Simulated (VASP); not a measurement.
Band structure of CaF₂ (fluorite). All values below come from RPBE GGA, VASP's PBE PAW potentials (set 64) (plane waves; VASP).

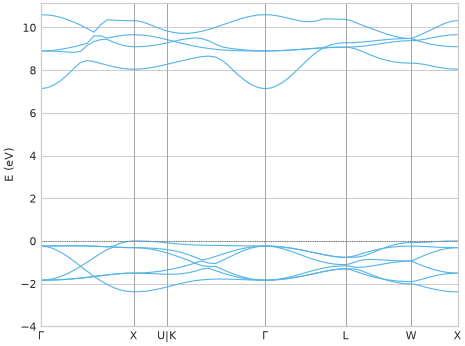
Figure. Bands along high-symmetry lines, zero at the valence-band maximum or, without a gap, the Fermi level

Question: Read the plot: is there a gap, and where are the band edges?

Answer: The gap is indirect, 7.13 eV, from the valence maximum at X to the conduction minimum at Γ. (Edges off the drawn lines would not show.)

Measured: gap 11.80 eV (computed value off by -4.67 eV), as given by E. Cadelano et al., The European Physical Journal B (2011), arXiv:1107.5962.

The compound is CaF2 in the fluorite structure. It was relaxed first, which changed the volume by +9 %.
